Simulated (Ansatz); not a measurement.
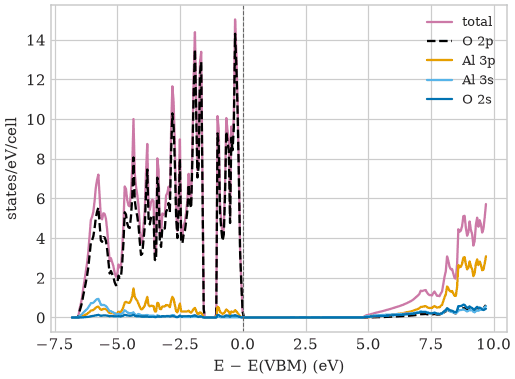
Figure: Total and projected density of states of Al2O3 in space group Cc (No. 9; Pearson symbol mS20), plane-wave PAW r²SCAN (Ansatz code)

Which orbitals carry the states next to the gap?

Top 1 eV of the valence band: O 2p 94 %. Bottom 1 eV of the conduction band: Al 3s 44 %, O 2s 25 %, Al 3p 21 %, O 2p 6 %. Projections are on Löwdin-orthogonalised atomic valence shells; empty p or d shells of many metals are not among them.

Where is the tallest occupied peak in this window, and what makes it?

Near -0.3 eV, about 15 states/eV per cell; the largest projected share is O 2p.

The start of the workflow was typed in or built on a structure type; neither database checked (COD, Materials Project) lists it. It is not the phase usual at ambient conditions (space group No. 167). The cell was relaxed with r²SCAN under the symmetry of its start; its stability against distortions is not shown here.

Potentials: the earlier of the program's two PAW sets.
